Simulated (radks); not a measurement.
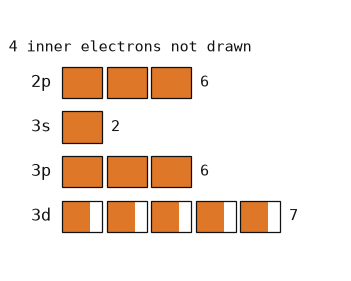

Fig. 1: The outer shells as the input fills them: a box for each of the 2l + 1 orbitals, shaded by the share of the shell that is filled, with the electron count at the right.

Run report: Ge⁷⁺, atomic calculation

System: the germanium ion Ge⁷⁺ in the configuration [Ar] 3d7 (high spin).
Method: scalar-relativistic Kohn-Sham, r2SCAN, spin-polarised, spherical densities, finite nucleus (the in-house radial solver radks).

### The input
```
Z 32
configuration [Ar] 3d7
relativity scalar-relativistic
functional r2scan,r2scan
spin polarised
nucleus finite rms 4.0742 fm
c 137.035999084
mixing 2.5
max_iterations 83
```

Energies in input and log are in hartree, lengths in bohr (the nuclear radius in fm).

Launched within a batch (the task file carries these settings):
```bash
python <driver script> task.json out
```

### Log
```
1s      1   1.0000        -409.34132320
2s      1   1.0000         -56.36489256
2p      1   3.0000         -49.85951010
3s      1   1.0000         -11.50800794
3p      1   3.0000          -9.46602398
3d      1   5.0000          -6.13490695
1s      2   1.0000        -409.34171583
2s      2   1.0000         -56.22218657
2p      2   3.0000         -49.75286556
3s      2   1.0000         -11.28352061
3p      2   3.0000          -9.23943655
3d      2   2.0000          -5.89392388
Etot -2082.349456270907
Ekin 2120.6796476889153
Encl -4887.270985569212
Eh 759.7088668159021
Exc -75.46698520651262
err 1.949179767705227e-06
it 19
```

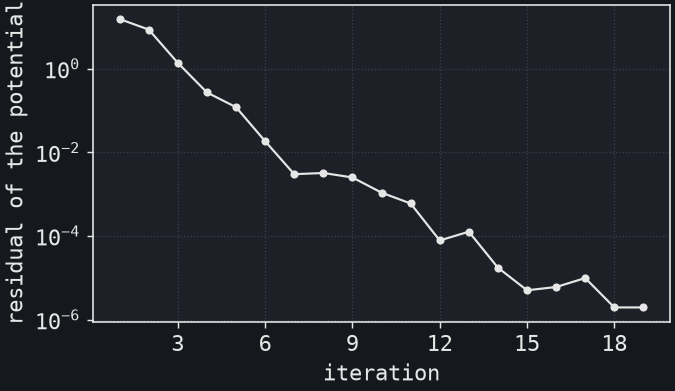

Fig. 2: Convergence: residual of the potential against the iteration. The residual falls almost steadily, with no more than small rises or pauses. It goes from 15 to 1.9×10⁻⁶ in 19 steps.

### Outcome

- outcome: converged
- total energy: −2082.3495 hartree
- kinetic energy: 2120.6796 hartree
- electron–nucleus energy: −4887.2710 hartree
- Hartree energy: 759.708867 hartree
- exchange–correlation energy: −75.466985 hartree
- radius at density 0.001 e/bohr³: 1.94 bohr
- SCF iterations: 19
- hardware: 1 thread of Arm Neoverse V1, 23 GiB of memory available, shared host

### What is odd here

A numerical setting was moved from its usual value: mixing factor beta = 2.5. The program ran to the end, and its total energy equals that of the same run with the usual input (−2082.34946 hartree) within 10⁻⁵ hartree, so the oddity leaves no trace in it.
